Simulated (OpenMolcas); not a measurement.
# CoP$_{2}$H$_{6}$Cl$_{2}$: single-point calculation (part 1 of 3)

The run: single-point calculation of CoP$_{2}$H$_{6}$Cl$_{2}$ (CoCl2(PH3)2), multiplicity 4, SMILES [PH3]->[Co](<-[PH3])([Cl])[Cl]. Method and program: CASPT2/ANO-RCC-VDZ, DKH2 (OpenMolcas 26.06).

The geometry is that of the parent species in another charge or spin state. The geometry comes from this level: GFN2-xTB.

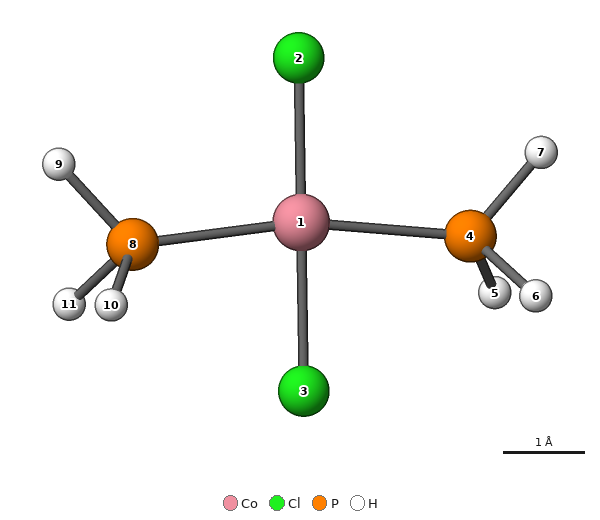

Fig. 1: The input geometry (ball-and-stick view, seen at a tilt; atoms are numbered from 1 in the order of the input). Sticks mark near contacts.

Results in brief

```json
{"quantity": "outcome", "value": "converged"}
{"quantity": "total energy", "value": "−3000.734484 hartree"}
{"quantity": "CASSCF energy", "value": "−3000.225037 hartree"}
{"quantity": "basis functions", "value": "91"}
{"quantity": "hardware", "value": "1 thread of Arm Neoverse N1, 24 GiB of memory available, shared host"}
{"quantity": "wall time", "value": "41 s"}
{"quantity": "peak memory", "value": "0.16 GiB"}
```

Input file
```
* Cl2CoH6P2 CASPT2

&gateway
 coord
 coord.xyz
 basis
 ANO-RCC-VDZ
 group
 NoSym
 ricd

&seward

&rasscf
 fileorb
 $CurrDir/step2.RasOrb
 spin
 4
 nactel
 13 0 0
 inactive
 42
 ras2
 8
 orblisting
 Nothing

&caspt2
 imaginary
 0.2
```

File coord.xyz
```
11

Co    -0.111340     0.000130     0.222190
Cl    -0.981490     0.001380     2.087130
Cl     0.785310    -0.001340    -1.684390
P     -0.019360     2.181380     0.018290
H     -0.620140     2.746000    -1.088310
H      1.219010     2.747200    -0.207130
H     -0.461880     3.114770     0.942120
P     -0.007140    -2.181220     0.026450
H     -0.454950    -3.114250     0.948130
H      1.238590    -2.738960    -0.178090
H     -0.586620    -2.755080    -1.086390
```

Command:
```bash
export MOLCAS_MEM=1860
pymolcas step7.input > step7.log
```

Output
```
--- Start Module: gateway ---

                                              &GATEWAY

                       available to each process: 1.9 GB of memory, 1 thread

++    Symmetry information:
      ---------------------

                    Character Table for C1

                             E
                    a        1  x, y, xy, Rz, z, xz, Ry, yz, Rx, I
--

++    Basis set information:
      ----------------------

      Basis set label: CO.ANO-RCC...5S4P2D.

      Electronic valence basis set:
      ------------------
      Associated Effective Charge  27.000000 au
      Associated Actual Charge     27.000000 au
      Nuclear Model: Point charge

      Shell  nPrim  nBasis  Cartesian Spherical Contaminant
         s      21       5        X
         p      15       4        X
         d      10       2                 X

      Basis set label: CL.ANO-RCC...4S3P.

      Electronic valence basis set:
      ------------------
      Associated Effective Charge  17.000000 au
      Associated Actual Charge     17.000000 au
      Nuclear Model: Point charge

      Shell  nPrim  nBasis  Cartesian Spherical Contaminant
         s      17       4        X
         p      12       3        X

      Basis set label: P.ANO-RCC...4S3P.

      Electronic valence basis set:
      ------------------
      Associated Effective Charge  15.000000 au
      Associated Actual Charge     15.000000 au
      Nuclear Model: Point charge

      Shell  nPrim  nBasis  Cartesian Spherical Contaminant
         s      17       4        X
         p      12       3        X

      Basis set label: H.ANO-RCC...2S.

      Electronic valence basis set:
      ------------------
      Associated Effective Charge   1.000000 au
      Associated Actual Charge      1.000000 au
      Nuclear Model: Point charge

      Shell  nPrim  nBasis  Cartesian Spherical Contaminant
         s       8       2        X

      Basis set label: P.ANO-RCC...4S3P.

      Electronic valence basis set:
      ------------------
      Associated Effective Charge  15.000000 au
      Associated Actual Charge     15.000000 au
      Nuclear Model: Point charge

      Shell  nPrim  nBasis  Cartesian Spherical Contaminant
         s      17       4        X
         p      12       3        X

      Basis set label: H.ANO-RCC...2S.

      Electronic valence basis set:
      ------------------
      Associated Effective Charge   1.000000 au
      Associated Actual Charge      1.000000 au
      Nuclear Model: Point charge

      Shell  nPrim  nBasis  Cartesian Spherical Contaminant
         s       8       2        X
--

++    Molecular structure info:
      -------------------------

                    ************************************************
                    **** Cartesian Coordinates / bohr, angstrom ****
                    ************************************************

     Center  Label                x              y              z                     x              y              z
        1      CO1             -0.210402       0.000246       0.419878             -0.111340       0.000130       0.222190
        2      CL2             -1.854747       0.002608       3.944104             -0.981490       0.001380       2.087130
        3      CL3              1.484021      -0.002532      -3.183036              0.785310      -0.001340      -1.684390
        4      P4              -0.036585       4.122211       0.034563             -0.019360       2.181380       0.018290
        5      H5              -1.171895       5.189188      -2.056608             -0.620140       2.746000      -1.088310
        6      H6               2.303595       5.191456      -0.391419              1.219010       2.747200      -0.207130
        7      H7              -0.872827       5.886062       1.780349             -0.461880       3.114770       0.942120
        8      P8              -0.013493      -4.121908       0.049983             -0.007140      -2.181220       0.026450
        9      H9              -0.859731      -5.885080       1.791706             -0.454950      -3.114250       0.948130
       10      H10              2.340596      -5.175884      -0.336541              1.238590      -2.738960      -0.178090
       11      H11             -1.108551      -5.206347      -2.052980             -0.586620      -2.755080      -1.086390

                    ***************************************
                    *    InterNuclear Distances / bohr    *
                    ***************************************

               1 CO1           2 CL2           3 CL3           4 P4            5 H5            6 H6
    1 CO1      0.000000
    2 CL2      3.888964        0.000000
    3 CL3      3.981465        7.870421        0.000000
    4 P4       4.143583        5.963334        5.447815        0.000000
    5 H5       5.829457        7.960870        5.939418        2.607751        0.000000
    6 H6       5.824693        7.938055        5.953347        2.607909        3.853815        0.000000
    7 H7       6.077213        6.345159        8.053910        2.618824        3.911178        3.910078
    8 P8       4.143398        5.963726        5.446487        8.244166        9.616451        9.607418
    9 H9       6.077877        6.347262        8.052676       10.193674       11.728016       11.724432
   10 H10      5.819973        7.920960        5.966559        9.604336       11.078400       10.367551
   11 H11      5.833550        7.978410        5.922680        9.619196       10.395728       11.068777

               7 H7            8 P8            9 H9           10 H10          11 H11
    7 H7       0.000000
    8 P8      10.192747        0.000000
    9 H9      11.771155        2.618872        0.000000
   10 H10     11.712129        2.608064        3.908259        0.000000
   11 H11     11.738463        2.607223        3.912058        3.852753        0.000000

                    *******************************************
                    *    InterNuclear Distances / angstrom    *
                    *******************************************

               1 CO1           2 CL2           3 CL3           4 P4            5 H5            6 H6
    1 CO1      0.000000
    2 CL2      2.057951        0.000000
    3 CL3      2.106901        4.164847        0.000000
    4 P4       2.192689        3.155660        2.882860        0.000000
    5 H5       3.084816        4.212711        3.143005        1.379962        0.000000
    6 H6       3.082295        4.200638        3.150375        1.380046        2.039351        0.000000
    7 H7       3.215923        3.357713        4.261945        1.385822        2.069706        2.069124
    8 P8       2.192592        3.155868        2.882157        4.362625        5.088807        5.084027
    9 H9       3.216274        3.358827        4.261293        5.394260        6.206199        6.204302
   10 H10      3.079797        4.191592        3.157367        5.082396        5.862437        5.486272
   11 H11      3.086982        4.221993        3.134147        5.090259        5.501182        5.857344

               7 H7            8 P8            9 H9           10 H10          11 H11
    7 H7       0.000000
    8 P8       5.393770        0.000000
    9 H9       6.229027        1.385847        0.000000
   10 H10      6.197792        1.380128        2.068161        0.000000
   11 H11      6.211727        1.379683        2.070172        2.038789        0.000000

                    **************************************
                    *    Valence Bond Angles / degree    *
                    **************************************
                          Atom centers                 Phi
                      5 H5       4 P4       6 H6        95.27
                      5 H5       4 P4       7 H7        96.89
                      6 H6       4 P4       7 H7        96.85
                      9 H9       8 P8      10 H10       96.79
                      9 H9       8 P8      11 H11       96.93
                     10 H10      8 P8      11 H11       95.25
--

            Nuclear Potential Energy            774.93750345 au

--- Stop Module: gateway /rc=_RC_ALL_IS_WELL_ ---
--- Module gateway spent 3 seconds ---

--- Start Module: seward ---

                                              &SEWARD

                       available to each process: 1.9 GB of memory, 1 thread

               SEWARD will generate:
                  Multipole Moment integrals up to order  2
                  Kinetic Energy integrals
                  Nuclear Attraction integrals (point charge)
                  One-Electron Hamiltonian integrals
                  Velocity integrals
                  Relativistic Douglas-Kroll-Hess integrals:
                    - Parametrization         : EXP
                    - DKH order of Hamiltonian: 2
                    - DKH order of Properties : 0
                         - multipole moment operators
                         - electric potential operators
                         - contact operators
                  Orbital angular momentum around ( -0.1335   0.0001   0.2677 )
                  Velocity quadrupole around ( -0.1335   0.0001   0.2677 )
                  Atomic mean-field integrals
                  RI decomposed two-electron repulsion integrals stored Cholesky style
                   - acCD auxiliary basis
                   - CD Threshold:   1.00E-04

                   Integrals are discarded if absolute value <: 1.00E-14
                   Integral cutoff threshold is set to       <: 1.00E-16

            Nuclear Potential Energy            774.93750345 au

      Basis set specifications :
      Symmetry species         a
      Basis functions           91

--- Stop Module: seward /rc=_RC_ALL_IS_WELL_ ---
--- Module seward spent 4 seconds ---

--- Start Module: rasscf ---

                                              &RASSCF

                       available to each process: 1.9 GB of memory, 1 thread

      Header of the ONEINT file:
      --------------------------

      OrdInt status: non-squared

      Cartesian coordinates in angstrom:
      -----------------------------------------------------
      No.  Label        X            Y            Z
      -----------------------------------------------------
       1   CO1       -0.11134000   0.00013000   0.22219000
       2   CL2       -0.98149000   0.00138000   2.08713000
       3   CL3        0.78531000  -0.00134000  -1.68439000
       4   P4        -0.01936000   2.18138000   0.01829000
       5   H5        -0.62014000   2.74600000  -1.08831000
       6   H6         1.21901000   2.74720000  -0.20713000
       7   H7        -0.46188000   3.11477000   0.94212000
       8   P8        -0.00714000  -2.18122000   0.02645000
       9   H9        -0.45495000  -3.11425000   0.94813000
      10   H10        1.23859000  -2.73896000  -0.17809000
      11   H11       -0.58662000  -2.75508000  -1.08639000
      -----------------------------------------------------
      Nuclear repulsion energy =  774.93750345

++    Wave function specifications:
      -----------------------------

      Number of closed shell electrons          84
      Number of electrons in active shells      13
      Max number of holes in RAS1 space          0
      Max nr of electrons in RAS3 space          0
      Number of inactive orbitals               42
      Number of active orbitals                  8
      Number of secondary orbitals              41
      Spin quantum number                      1.5
      State symmetry                             1
--

++    Orbital specifications:
      -----------------------

      Symmetry species                           1
                                                 a
      Frozen orbitals                            0
      Inactive orbitals                         42
      Active orbitals                            8
      RAS1 orbitals                              0
      RAS2 orbitals                              8
      RAS3 orbitals                              0
      Secondary orbitals                        41
      Deleted orbitals                           0
      Number of basis functions                 91
--

++    CI expansion specifications:
      ----------------------------

      Number of CSFs                            56
      Number of determinants                    56
      Number of root(s) required                 1
      Root chosen for geometry opt.              1
      CI root used                               1

      highest root included in the CI            1
      max. size of the explicit Hamiltonian     56
--

++    Optimization specifications:
      ----------------------------
```
